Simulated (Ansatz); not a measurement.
Reaction (SMILES): N (NH3) → NH3+ (doublet, bonded as N) + e-
B3LYP-D3(BJ)/def2-TZVP geometries, fixed; electronic energies without zero-point terms.
Largest species:
```
N
H 1 1.0136
H 1 1.0136 2 107.33
H 1 1.0136 2 107.33 3 -115.09
```

Basis-set convergence of the adiabatic ionisation energy at CCSD(T) with Ansatz (a quantum-chemistry and plane-wave program). Cartesian d functions, on some or all atoms, in 6-31G*, 6-31G**; all else is spherical. Cores are frozen. Open shells are unrestricted. No added dispersion term, no relativity. Functions are those of the species that has most. Reference: Hartree-Fock in cc-pVQZ plus the correlation part extrapolated as X^-3 from cc-pVTZ and cc-pVQZ, 10.209 eV, itself unsure by roughly 0.037 eV (a third of the extrapolation step and of the last Hartree-Fock step). Deviations are taken from unrounded values.

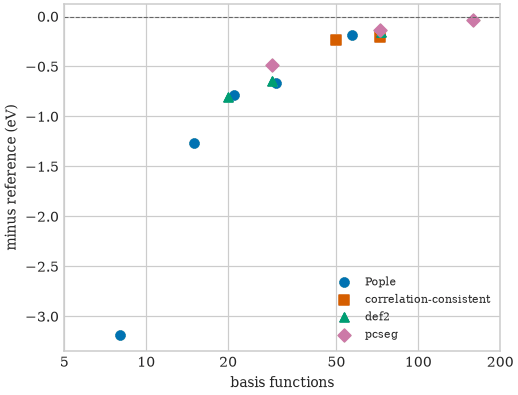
*Deviation from the reference against the number of basis functions, by family of sets.*

| basis | functions | adiabatic ionisation energy (eV) | minus reference (eV) |
|---|---|---|---|
| STO-3G | 8 | 7.022 | -3.187 |
| 6-31G | 15 | 8.945 | -1.264 |
| def2-SV(P) | 20 | 9.400 | -0.809 |
| 6-31G* | 21 | 9.428 | -0.781 |
| def2-SVP | 29 | 9.564 | -0.645 |
| pcseg-1 | 29 | 9.723 | -0.485 |
| 6-31G** | 30 | 9.549 | -0.660 |
| aug-cc-pVDZ | 50 | 9.972 | -0.237 |
| 6-311++G(2d,2p) | 57 | 10.023 | -0.186 |
| cc-pVTZ | 72 | 10.004 | -0.205 |
| pcseg-2 | 72 | 10.069 | -0.139 |
| def2-TZVPP | 73 | 10.055 | -0.154 |
| pcseg-3 | 159 | 10.174 | -0.035 |
